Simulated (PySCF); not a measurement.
## C$_{2}$H$_{3}$F$_{3}$O$_{2}$Si: one change and its effect

System: C$_{2}$H$_{3}$F$_{3}$O$_{2}$Si, SMILES O=C(O[SiH3])C(F)(F)F.
Method of the first run: GIAO PBE0/pcSseg-1 NMR shielding, non-relativistic, gas phase (PySCF 2.14.0).

The geometry comes from this level: GFN2-xTB. Text and figures count atoms from 1; the logs count them from 0 in places.

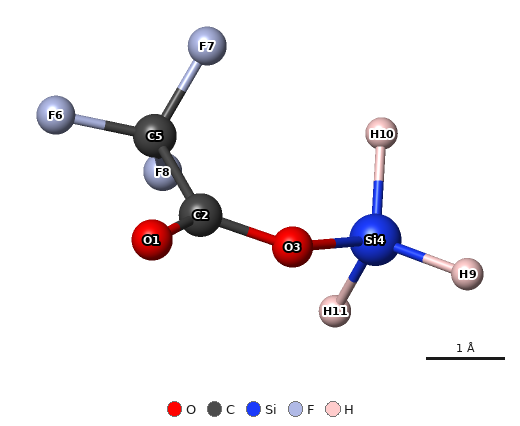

**Figure 1.** The structure (ball-and-stick view, seen at a tilt; atoms are numbered from 1 in the order of the input). Bond lengths as drawn: C–C 1.56 Å, C–F 1.33 to 1.34 Å, C–O 1.19 to 1.29 Å, H–Si 1.45 to 1.46 Å and O–Si 1.67 Å.

The input, the first run:
```
{"job": {"kind": "nmr", "xc": "PBE0", "basis": "pcSseg-1", "pop": false}, "charge": 0, "multiplicity": 1}
O     -1.013498    -2.234242     0.269076
C     -0.545192    -1.144239     0.157958
O      0.697248    -0.829946     0.335133
Si     1.702091     0.488347     0.115819
C     -1.451959     0.075348    -0.212750
F     -2.675078    -0.294303    -0.566818
F     -1.561190     0.923187     0.821925
F     -0.924000     0.778194    -1.230644
H      2.813579     0.018580     0.924338
H      1.064493     1.692395     0.633685
H      1.944609     0.551418    -1.319137
```

The first line tells a small driver script what to run in PySCF; the rest is the geometry in Å.

Command:
```bash
OMP_NUM_THREADS=1 python <driver script> task.json out
```

Hardware: 1 CPU thread, shared host.

Output (the first run):
```
coarse grid: 11088 points
cycle   1  E = -816.4322606361  dE =  1.521e+00  |g| = 1.290e+00  |ddm| = 3.021e+00
cycle   2  E = -815.6934919951  dE =  7.388e-01  |g| = 2.444e+00  |ddm| = 2.178e+00
cycle   3  E = -816.7051870709  dE = -1.012e+00  |g| = 3.290e-01  |ddm| = 1.642e+00
cycle   4  E = -816.7203927279  dE = -1.521e-02  |g| = 1.590e-01  |ddm| = 2.786e-01
cycle   5  E = -816.7247032750  dE = -4.311e-03  |g| = 1.887e-02  |ddm| = 9.634e-02
cycle   6  E = -816.7247544732  dE = -5.120e-05  |g| = 8.424e-03  |ddm| = 1.493e-02
cycle   7  E = -816.7247654171  dE = -1.094e-05  |g| = 1.770e-03  |ddm| = 4.554e-03
cycle   8  E = -816.7247659729  dE = -5.557e-07  |g| = 3.765e-04  |ddm| = 1.624e-03
final grid: 107688 points
cycle   9  E = -816.8113347997  dE = -2.766e-05  |g| = 1.093e-02  |ddm| = 1.750e-02
cycle  10  E = -816.8112964188  dE =  3.838e-05  |g| = 1.854e-02  |ddm| = 1.542e-02
cycle  11  E = -816.8113537171  dE = -5.730e-05  |g| = 2.033e-03  |ddm| = 1.037e-02
cycle  12  E = -816.8113544323  dE = -7.152e-07  |g| = 3.023e-04  |ddm| = 1.325e-03
cycle  13  E = -816.8113544478  dE = -1.551e-08  |g| = 6.266e-05  |ddm| = 2.039e-04
cycle  14  E = -816.8113544484  dE = -5.934e-10  |g| = 2.388e-05  |ddm| = 4.921e-05
converged SCF energy = -816.8113544484

GIAO shielding tensors (ppm)
atom      isotropic    diamagn.    paramagn.     s11        s22        s33       span
  0 O     -127.816     396.685    -524.501   -416.203   -270.882    303.636    719.839
  1 C       30.194     248.042    -217.848    -73.915     68.587     95.911    169.826
  2 O      176.371     399.758    -223.387     15.273    226.433    287.409    272.136
  3 Si     377.959     879.294    -501.334    345.272    354.267    434.340     89.068
  4 C       62.765     244.509    -181.744     47.949     58.330     82.015     34.066
  5 F      264.226     467.699    -203.473    186.960    263.971    341.748    154.788
  6 F      253.643     474.499    -220.856    173.296    248.508    339.124    165.828
  7 F      260.452     475.987    -215.535    176.004    260.623    344.729    168.725
  8 H       26.623      28.665      -2.041     22.751     25.331     31.788      9.037
  9 H       26.298      29.744      -3.446     22.592     26.745     29.557      6.965
 10 H       26.521      29.255      -2.734     23.349     25.071     31.143      7.794
```

The input of the second run differs as follows (lines with − go, lines with + come):
```diff
+"solvent": "chloroform"
```

How does the second run compare with the first run?

The total energy of the second run is 3.3 kcal/mol lower: the change of the electrostatic solvation energy at this fixed geometry, without cavity or dispersion terms. The HOMO goes from −8.92 to −9.04 eV. The dipole moment goes from 3.70 to 4.26 D. Of all shieldings, the largest change is that of O1, by +25.5 ppm. The reaction field of the continuum polarises the molecule further, so the dipole moment is larger in solution. The number of SCF iterations is the same.

Output (the second run):
```
coarse grid: 11088 points
cycle   1  E = -816.4476985639  dE =  1.506e+00  |g| = 1.273e+00  |ddm| = 3.020e+00
cycle   2  E = -815.8373262414  dE =  6.104e-01  |g| = 2.293e+00  |ddm| = 1.985e+00
cycle   3  E = -816.7181341962  dE = -8.808e-01  |g| = 2.584e-01  |ddm| = 1.428e+00
cycle   4  E = -816.7265112238  dE = -8.377e-03  |g| = 1.437e-01  |ddm| = 2.228e-01
cycle   5  E = -816.7300264363  dE = -3.515e-03  |g| = 1.471e-02  |ddm| = 8.531e-02
cycle   6  E = -816.7300601202  dE = -3.368e-05  |g| = 6.065e-03  |ddm| = 1.210e-02
cycle   7  E = -816.7300659962  dE = -5.876e-06  |g| = 1.506e-03  |ddm| = 3.376e-03
final grid: 107688 points
cycle   8  E = -816.8166388011  dE = -2.518e-05  |g| = 1.196e-02  |ddm| = 1.788e-02
cycle   9  E = -816.8165947941  dE =  4.401e-05  |g| = 2.000e-02  |ddm| = 1.706e-02
cycle  10  E = -816.8166617490  dE = -6.695e-05  |g| = 1.907e-03  |ddm| = 1.115e-02
cycle  11  E = -816.8166623580  dE = -6.091e-07  |g| = 3.644e-04  |ddm| = 1.233e-03
cycle  12  E = -816.8166623803  dE = -2.232e-08  |g| = 7.305e-05  |ddm| = 2.469e-04
cycle  13  E = -816.8166623814  dE = -1.021e-09  |g| = 1.591e-05  |ddm| = 6.937e-05
cycle  14  E = -816.8166623814  dE = -4.820e-11  |g| = 4.492e-06  |ddm| = 1.355e-05
converged SCF energy = -816.8166623814

GIAO shielding tensors (ppm)
atom      isotropic    diamagn.    paramagn.     s11        s22        s33       span
  0 O     -102.280     397.600    -499.879   -372.341   -240.738    306.240    678.581
  1 C       28.457     247.864    -219.406    -71.440     68.852     87.959    159.399
  2 O      168.493     400.086    -231.594      4.417    216.722    284.339    279.922
  3 Si     375.633     879.176    -503.543    343.663    350.821    432.416     88.753
  4 C       62.633     244.494    -181.862     47.873     58.741     81.285     33.412
  5 F      266.877     467.955    -201.078    189.735    266.865    344.029    154.294
  6 F      253.534     474.513    -220.979    173.389    247.975    339.238    165.850
  7 F      258.886     475.975    -217.089    174.304    259.051    343.303    168.999
  8 H       26.594      28.570      -1.975     22.713     25.296     31.775      9.061
  9 H       26.266      29.642      -3.376     22.557     26.720     29.521      6.964
 10 H       26.467      29.120      -2.653     23.296     25.024     31.080      7.785
```

The two runs side by side:

```csv
quantity,the first run,the second run
outcome,converged,converged
total energy (hartree),−816.811354,−816.816662
HOMO (eV),−8.92,−9.04
LUMO (eV),−1.01,−1.03
dipole moment (D),3.70,4.26
shielding of O1 (ppm),−127.8,−102.3
shielding of C2 (ppm),30.2,28.5
shielding of O3 (ppm),176.4,168.5
shielding of Si4 (ppm),378.0,375.6
shielding of C5 (ppm),62.8,62.6
shielding of F6 (ppm),264.2,266.9
shielding of F8 (ppm),260.5,258.9
SCF iterations,14,14
basis functions,158,158
wall time (shared host),13 s,13 s
```
